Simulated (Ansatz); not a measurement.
## Geometry relaxation of C2H6FNSi

The run: geometry relaxation of C2H6FNSi. Method and program: RKS PBE0-D4/def2-TZVP (Ansatz 0.2.0).

The geometry: PBE-D4/def2-SVP start. Figures and captions count atoms from 1; the log counts them from 0 in places.

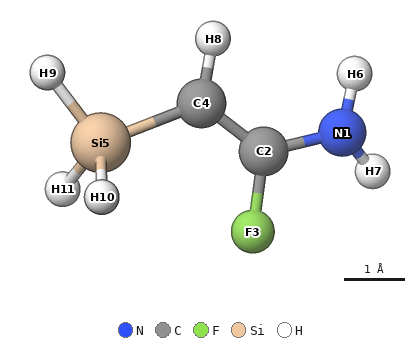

Figure 1. The starting structure (ball-and-stick view, seen at a tilt; atoms are numbered from 1 in the order of the input). Bond lengths as drawn: C–C 1.36 Å, C–F 1.35 Å, C–H 1.10 Å, C–N 1.37 Å, C–Si 1.86 Å, H–N 1.02 Å and H–Si 1.51 Å.

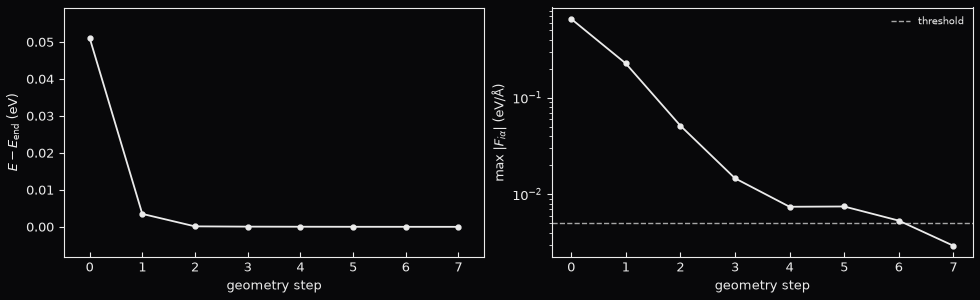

Figure 2. Progress of the relaxation, step by step (the first geometry is step 0 here and step 1 in the log).

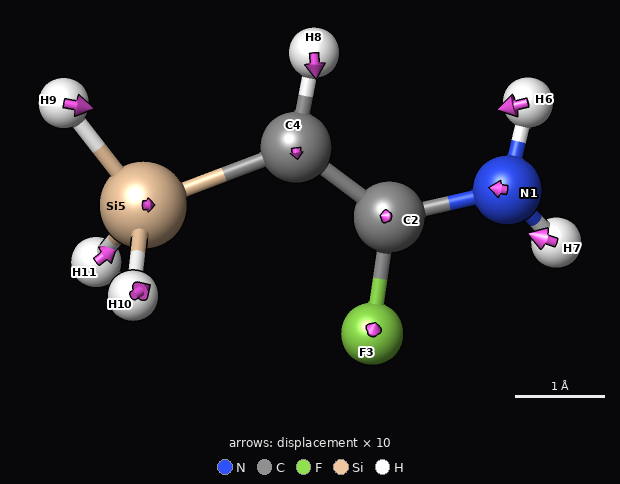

Figure 3. The starting structure with the displacements as pink arrows, magnified 10 times (ball-and-stick view, seen at a tilt). The two geometries are laid on each other by the best rigid fit. The atom that moves furthest after the best rigid fit is H6 (0.039 Å). Largest moves by element: H 0.039 Å, N 0.023 Å, F 0.019 Å, Si 0.015 Å, C 0.015 Å. Distances before and after: C2–C4 1.355 → 1.334 Å, Si5–H10 1.509 → 1.489 Å, C4–Si5 1.861 → 1.844 Å, C4–H8 1.101 → 1.084 Å. The energy falls by 0.051 eV in 7 geometry steps. The largest force component goes from 0.66 to 0.0029 eV/Å. (Atoms are counted from 1 in the order of the input.)

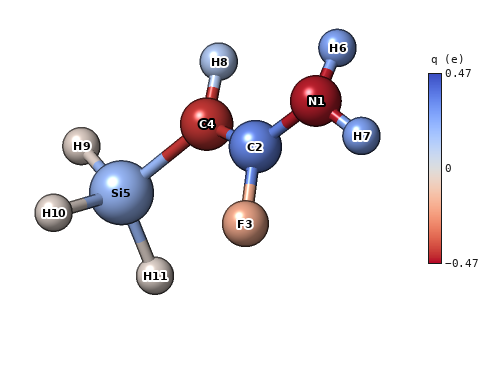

Figure 4. Mulliken charges, as the colour of each atom (ball-and-stick view, seen at a tilt; atoms are numbered from 1 in the order of the input). By element: N −0.44, C −0.42 to +0.33, F −0.19, Si +0.19 and H −0.04 to +0.25 e.

The input that produced these results follows, with the program's output.

Input:
```yaml
crystal:
  periodic: [false, false, false]
  atoms:
    - {symbol: N, position_ang: [-1.260567, 0.897510, -1.639133]}
    - {symbol: C, position_ang: [-0.525924, 0.112042, -0.783383]}
    - {symbol: F, position_ang: [-0.429099, -1.146866, -1.272725]}
    - {symbol: C, position_ang: [0.111945, 0.438218, 0.367192]}
    - {symbol: Si, position_ang: [1.187591, -0.757665, 1.303674]}
    - {symbol: H, position_ang: [-1.557425, 1.803487, -1.277604]}
    - {symbol: H, position_ang: [-1.963096, 0.410350, -2.198831]}
    - {symbol: H, position_ang: [-0.018021, 1.467548, 0.735826]}
    - {symbol: H, position_ang: [1.723754, -0.050912, 2.520410]}
    - {symbol: H, position_ang: [2.361496, -1.251836, 0.495363]}
    - {symbol: H, position_ang: [0.434547, -1.978777, 1.769811]}
basis:
  gaussian: {orbitals: def2-TZVP}
hamiltonian: {xc: pbe0, dispersion: d4}
relax: {f_tol: 0.005, max_steps: 150}
```

Run as:
```bash
ansatz run in.yaml --threads 4 --pin off --events-out ev --progress --plain --max-ram 10444MiB
```

Log:
```
Functional definition: PBE0
  name "PBE0"
  cite "Adamo & Barone, J. Chem. Phys. 110, 6158 (1999) doi:10.1063/1.478522"
  cite "Perdew, Burke & Ernzerhof, Phys. Rev. Lett. 77, 3865 (1996) doi:10.1103/PhysRevLett.77.3865"
  parent pbe
  parameter a = 0.25
  parameter kappa = 0.804
  parameter beta = 0.06672455060314922
  exchange = (1 - a)*pbe_x(kappa = kappa, mu = beta*pi^2/3) + a*exact_x
  correlation = pbe_c(beta = beta)
1203 factors; their error is unknown
mean field evaluation 1: about -14240.9247 eV, gradient 6.0e1 eV
mean field evaluation 2: about -14237.7552 eV, gradient 6.7e1 eV
mean field evaluation 4: about -14248.2384 eV, gradient 4.7e0 eV
mean field evaluation 8: about -14248.3279 eV, gradient 4.0e-1 eV
mean field evaluation 16: about -14248.3281 eV, gradient 5.6e-5 eV
mean field -14248.32807301 eV, -523.6163988196 hartree, gradient 5.6e-5 eV, S^2 0.000000; 0 other end points of the search recorded, 0 dependent functions left out
the calculation of the forces begins
reference -14248.32810440 eV, -523.6163999730 hartree; 24, 24 occupied and 173, 173 virtual orbitals, 1203 factors
relax step   1: F+E_penalty+E_count = -14248.50276217 eV  Δ(F+E_penalty+E_count) = +0.000e0 eV  max|allowed force component| = 6.561e-1 eV/Å  Δτ_max = 0.0000 Å  (28 SCF iters, accepted)
these checks for a lower state are left out or cut short: starts, cluster_reference, orbital_swaps, neighbouring_geometries, increment
1203 factors; their error is unknown
mean field -14248.37466560 eV, -523.6181110657 hartree, gradient 8.0e-6 eV, S^2 0.000000; 0 other end points of the search recorded, 0 dependent functions left out
the calculation of the forces begins
reference -14248.37469680 eV, -523.6181122121 hartree; 24, 24 occupied and 173, 173 virtual orbitals, 1203 factors
relax step   2: F+E_penalty+E_count = -14248.55041832 eV  Δ(F+E_penalty+E_count) = -4.766e-2 eV  max|allowed force component| = 2.266e-1 eV/Å  Δτ_max = 0.0315 Å  (33 SCF iters, accepted)
these checks for a lower state are left out or cut short: starts, cluster_reference, orbital_swaps, neighbouring_geometries, increment
1203 factors; their error is unknown
mean field -14248.37774871 eV, -523.6182243676 hartree, gradient 7.9e-6 eV, S^2 0.000000; 0 other end points of the search recorded, 0 dependent functions left out
the calculation of the forces begins
reference -14248.37777982 eV, -523.6182255112 hartree; 24, 24 occupied and 173, 173 virtual orbitals, 1203 factors
relax step   3: F+E_penalty+E_count = -14248.55378797 eV  Δ(F+E_penalty+E_count) = -3.370e-3 eV  max|allowed force component| = 5.141e-2 eV/Å  Δτ_max = 0.0081 Å  (33 SCF iters, accepted)
these checks for a lower state are left out or cut short: starts, cluster_reference, orbital_swaps, neighbouring_geometries, increment
1203 factors; their error is unknown
mean field evaluation 32: about -14248.3278 eV, gradient 2.9e-4 eV
mean field -14248.37781197 eV, -523.6182266925 hartree, gradient 7.9e-6 eV, S^2 0.000000; 0 other end points of the search recorded, 0 dependent functions left out
the calculation of the forces begins
reference -14248.37784308 eV, -523.6182278359 hartree; 24, 24 occupied and 173, 173 virtual orbitals, 1203 factors
relax step   4: F+E_penalty+E_count = -14248.55386402 eV  Δ(F+E_penalty+E_count) = -7.605e-5 eV  max|allowed force component| = 1.467e-2 eV/Å  Δτ_max = 0.0027 Å  (34 SCF iters, accepted)
these checks for a lower state are left out or cut short: starts, cluster_reference, orbital_swaps, neighbouring_geometries, increment
1203 factors; their error is unknown
mean field -14248.37785466 eV, -523.6182282613 hartree, gradient 7.9e-6 eV, S^2 0.000000; 0 other end points of the search recorded, 0 dependent functions left out
the calculation of the forces begins
reference -14248.37788577 eV, -523.6182294047 hartree; 24, 24 occupied and 173, 173 virtual orbitals, 1203 factors
relax step   5: F+E_penalty+E_count = -14248.55389034 eV  Δ(F+E_penalty+E_count) = -2.632e-5 eV  max|allowed force component| = 7.435e-3 eV/Å  Δτ_max = 0.0017 Å  (34 SCF iters, accepted)
these checks for a lower state are left out or cut short: starts, cluster_reference, orbital_swaps, neighbouring_geometries, increment
1203 factors; their error is unknown
mean field -14248.37789727 eV, -523.6182298272 hartree, gradient 7.9e-6 eV, S^2 0.000000; 0 other end points of the search recorded, 0 dependent functions left out
the calculation of the forces begins
reference -14248.37792838 eV, -523.6182309704 hartree; 24, 24 occupied and 173, 173 virtual orbitals, 1203 factors
relax step   6: F+E_penalty+E_count = -14248.55390580 eV  Δ(F+E_penalty+E_count) = -1.546e-5 eV  max|allowed force component| = 7.485e-3 eV/Å  Δτ_max = 0.0023 Å  (34 SCF iters, accepted)
these checks for a lower state are left out or cut short: starts, cluster_reference, orbital_swaps, neighbouring_geometries, increment
1203 factors; their error is unknown
mean field -14248.37792283 eV, -523.6182307665 hartree, gradient 7.9e-6 eV, S^2 0.000000; 0 other end points of the search recorded, 0 dependent functions left out
the calculation of the forces begins
reference -14248.37795393 eV, -523.6182319096 hartree; 24, 24 occupied and 173, 173 virtual orbitals, 1203 factors
relax step   7: F+E_penalty+E_count = -14248.55391195 eV  Δ(F+E_penalty+E_count) = -6.154e-6 eV  max|allowed force component| = 5.343e-3 eV/Å  Δτ_max = 0.0018 Å  (34 SCF iters, accepted)
these checks for a lower state are left out or cut short: starts, cluster_reference, orbital_swaps, neighbouring_geometries, increment
1203 factors; their error is unknown
mean field evaluation 64: about -14248.3779 eV, gradient 7.8e-6 eV
mean field -14248.37793342 eV, -523.6182311558 hartree, gradient 7.9e-6 eV, S^2 0.000000; 0 other end points of the search recorded, 0 dependent functions left out
the calculation of the forces begins
reference -14248.37796453 eV, -523.6182322989 hartree; 24, 24 occupied and 173, 173 virtual orbitals, 1203 factors
relax step   8: F+E_penalty+E_count = -14248.55391581 eV  Δ(F+E_penalty+E_count) = -3.859e-6 eV  max|allowed force component| = 2.936e-3 eV/Å  Δτ_max = 0.0025 Å  (34 SCF iters, accepted)
1203 factors; their error is unknown
mean field -14248.37793342 eV, -523.6182311558 hartree, gradient 7.9e-6 eV, S^2 0.000000; 1 other end points of the search recorded, 0 dependent functions left out
the calculation of the forces begins
reference -14248.37796453 eV, -523.6182322989 hartree; 24, 24 occupied and 173, 173 virtual orbitals, 1203 factors
Total energy: -14248.55394691 eV, -523.6246995323 hartree
Atom 0 at    -1.246588     0.892547    -1.621969 Å, force     0.002200     0.001011     0.002876 eV/Å
Atom 1 at    -0.513828     0.111901    -0.776434 Å, force    -0.001297    -0.002936    -0.002767 eV/Å
Atom 2 at    -0.421697    -1.129376    -1.272897 Å, force     0.000843     0.000694     0.001172 eV/Å
Atom 3 at     0.112800     0.426660     0.358020 Å, force    -0.000872     0.002267    -0.000932 eV/Å
Atom 4 at     1.176948    -0.753185     1.294066 Å, force    -0.000171    -0.000873    -0.000393 eV/Å
Atom 5 at    -1.545857     1.777778    -1.250956 Å, force    -0.000312     0.000619     0.000089 eV/Å
Atom 6 at    -1.940399     0.408956    -2.169054 Å, force    -0.000148    -0.000704    -0.000327 eV/Å
Atom 7 at    -0.017879     1.441030     0.718248 Å, force    -0.000232    -0.000273     0.000224 eV/Å
Atom 8 at     1.704043    -0.042953     2.489896 Å, force     0.000274     0.000265    -0.000274 eV/Å
Atom 9 at     2.333309    -1.239643     0.492349 Å, force    -0.000382    -0.000039     0.000053 eV/Å
Atom 10 at     0.424349    -1.950617     1.759329 Å, force     0.000097    -0.000031     0.000279 eV/Å
Dipole moment:    -0.524057     0.423854    -0.237559 e Å
```

Trajectory as extended XYZ (Å, eV, eV/Å), 8 frames, from step=1 to step=8:
```
11
Properties=species:S:1:pos:R:3:forces:R:3 step=1 energy=-14248.50276
N    -1.2606    0.8975   -1.6391   -0.2795  -0.1238   0.1059
C    -0.5259    0.1120   -0.7834    0.3096   0.1351   0.5466
F    -0.4291   -1.1469   -1.2727   -0.0805   0.6561   0.2015
C     0.1119    0.4382    0.3672   -0.4019  -0.0683  -0.6468
Si    1.1876   -0.7577    1.3037    0.0314  -0.0555   0.0280
H    -1.5574    1.8035   -1.2776    0.1966  -0.5946  -0.1674
H    -1.9631    0.4103   -2.1988    0.4365   0.2808   0.3833
H    -0.0180    1.4675    0.7358    0.0442  -0.5274  -0.2301
H     1.7238   -0.0509    2.5204   -0.1267  -0.1300  -0.2689
H     2.3615   -1.2518    0.4954   -0.2714   0.1371   0.1595
H     0.4345   -1.9788    1.7698    0.1419   0.2905  -0.1117
11
Properties=species:S:1:pos:R:3:forces:R:3 step=2 energy=-14248.55042
N    -1.2469    0.8921   -1.6272   -0.0965  -0.0324   0.0052
C    -0.5170    0.1128   -0.7748    0.1045  -0.0382   0.1307
F    -0.4229   -1.1368   -1.2645   -0.0358   0.2266   0.0607
C     0.1117    0.4324    0.3627   -0.0767  -0.0340  -0.1373
Si    1.1797   -0.7567    1.2958   -0.0350   0.0527  -0.0233
H    -1.5457    1.7833   -1.2611    0.0526  -0.1362  -0.0368
H    -1.9460    0.4067   -2.1727    0.1122   0.0654   0.0906
H    -0.0164    1.4517    0.7228    0.0136  -0.1436  -0.0560
H     1.7060   -0.0473    2.4975   -0.0223  -0.0434  -0.0575
H     2.3398   -1.2360    0.4871   -0.0642   0.0192   0.0489
H     0.4230   -1.9592    1.7551    0.0475   0.0636  -0.0251
11
Properties=species:S:1:pos:R:3:forces:R:3 step=3 energy=-14248.55379
N    -1.2447    0.8909   -1.6244   -0.0068   0.0096   0.0008
C    -0.5140    0.1137   -0.7742   -0.0063  -0.0514  -0.0175
F    -0.4229   -1.1312   -1.2643   -0.0026   0.0284  -0.0006
C     0.1119    0.4308    0.3594    0.0261  -0.0124   0.0284
Si    1.1764   -0.7525    1.2933   -0.0114   0.0131  -0.0107
H    -1.5432    1.7777   -1.2568    0.0025   0.0087   0.0025
H    -1.9420    0.4058   -2.1657    0.0004  -0.0083  -0.0049
H    -0.0174    1.4456    0.7182    0.0015   0.0082   0.0026
H     1.7034   -0.0494    2.4931   -0.0016   0.0068   0.0005
H     2.3328   -1.2355    0.4904    0.0071   0.0012  -0.0053
H     0.4251   -1.9528    1.7515   -0.0090  -0.0039   0.0041
11
Properties=species:S:1:pos:R:3:forces:R:3 step=4 energy=-14248.55386
N    -1.2452    0.8908   -1.6234   -0.0087   0.0083   0.0056
C    -0.5145    0.1125   -0.7739    0.0120  -0.0147  -0.0129
F    -0.4219   -1.1306   -1.2666   -0.0066   0.0052   0.0017
C     0.1126    0.4295    0.3595    0.0019  -0.0021   0.0037
Si    1.1763   -0.7531    1.2932   -0.0021   0.0064  -0.0012
H    -1.5434    1.7777   -1.2552    0.0014   0.0019   0.0005
H    -1.9419    0.4061   -2.1659    0.0019  -0.0032  -0.0024
H    -0.0156    1.4446    0.7181   -0.0027   0.0021   0.0016
H     1.7022   -0.0473    2.4920    0.0006   0.0010   0.0013
H     2.3334   -1.2350    0.4900    0.0014  -0.0031   0.0012
H     0.4231   -1.9522    1.7527    0.0009  -0.0018   0.0009
11
Properties=species:S:1:pos:R:3:forces:R:3 step=5 energy=-14248.55389
N    -1.2457    0.8912   -1.6230   -0.0033   0.0048   0.0052
C    -0.5137    0.1123   -0.7751   -0.0029  -0.0008   0.0025
F    -0.4226   -1.1304   -1.2680    0.0009  -0.0016  -0.0027
C     0.1132    0.4287    0.3588   -0.0031   0.0015  -0.0074
Si    1.1765   -0.7530    1.2933    0.0022   0.0004   0.0027
H    -1.5437    1.7778   -1.2539    0.0018  -0.0016  -0.0011
H    -1.9421    0.4066   -2.1661    0.0033   0.0000  -0.0001
H    -0.0159    1.4436    0.7181   -0.0005  -0.0006  -0.0014
H     1.7019   -0.0460    2.4918    0.0003  -0.0006  -0.0001
H     2.3341   -1.2359    0.4911   -0.0010  -0.0019   0.0023
H     0.4231   -1.9519    1.7537    0.0024   0.0003   0.0002
11
Properties=species:S:1:pos:R:3:forces:R:3 step=6 energy=-14248.55391
N    -1.2463    0.8918   -1.6225   -0.0004  -0.0003   0.0042
C    -0.5139    0.1119   -0.7758   -0.0018   0.0075   0.0029
F    -0.4228   -1.1301   -1.2702    0.0010  -0.0042  -0.0016
C     0.1134    0.4279    0.3580   -0.0031   0.0000  -0.0064
Si    1.1767   -0.7529    1.2935    0.0033  -0.0037   0.0035
H    -1.5443    1.7780   -1.2526    0.0005  -0.0019  -0.0010
H    -1.9421    0.4076   -2.1668    0.0019   0.0016   0.0000
H    -0.0163    1.4427    0.7175   -0.0003  -0.0012  -0.0011
H     1.7020   -0.0448    2.4916   -0.0003   0.0002  -0.0011
H     2.3346   -1.2374    0.4927   -0.0011   0.0007   0.0005
H     0.4240   -1.9517    1.7552    0.0004   0.0013   0.0001
11
Properties=species:S:1:pos:R:3:forces:R:3 step=7 energy=-14248.55391
N    -1.2466    0.8923   -1.6220    0.0016  -0.0031   0.0011
C    -0.5139    0.1116   -0.7764   -0.0019   0.0053   0.0006
F    -0.4228   -1.1300   -1.2719    0.0007  -0.0018  -0.0005
C     0.1134    0.4271    0.3575    0.0001  -0.0020  -0.0006
Si    1.1770   -0.7531    1.2939    0.0006  -0.0003   0.0005
H    -1.5447    1.7781   -1.2513   -0.0006   0.0000   0.0000
H    -1.9417    0.4087   -2.1675   -0.0001   0.0012  -0.0008
H    -0.0167    1.4417    0.7171    0.0000   0.0004   0.0001
H     1.7022   -0.0436    2.4910    0.0000   0.0002  -0.0003
H     2.3348   -1.2382    0.4934   -0.0004  -0.0001  -0.0003
H     0.4243   -1.9513    1.7570    0.0000   0.0001   0.0003
11
Properties=species:S:1:pos:R:3:forces:R:3 step=8 energy=-14248.55392
N    -1.2466    0.8925   -1.6220    0.0022   0.0010   0.0029
C    -0.5138    0.1119   -0.7764   -0.0013  -0.0029  -0.0028
F    -0.4217   -1.1294   -1.2729    0.0008   0.0007   0.0012
C     0.1128    0.4267    0.3580   -0.0009   0.0023  -0.0009
Si    1.1769   -0.7532    1.2941   -0.0002  -0.0009  -0.0004
H    -1.5459    1.7778   -1.2510   -0.0003   0.0006   0.0001
H    -1.9404    0.4090   -2.1691   -0.0001  -0.0007  -0.0003
H    -0.0179    1.4410    0.7182   -0.0002  -0.0003   0.0002
H     1.7040   -0.0430    2.4899    0.0003   0.0003  -0.0003
H     2.3333   -1.2396    0.4923   -0.0004   0.0000   0.0001
H     0.4243   -1.9506    1.7593    0.0001   0.0000   0.0003
```

Summary:

- outcome: converged
- total energy: −14248.5539 eV
- mean-field energy: −14248.3780 eV
- dispersion energy: −0.1760 eV
- SCF solution under orbital rotations: stable
- largest force (length of the vector) at the end: 0.004 eV/Å
- dipole moment: 3.43 D
- hardware: 4 threads of Arm Neoverse V1, 23 GiB of memory available, shared host
- wall time: 26 s (CPU time 98 s)
- peak memory: 0.47 GiB
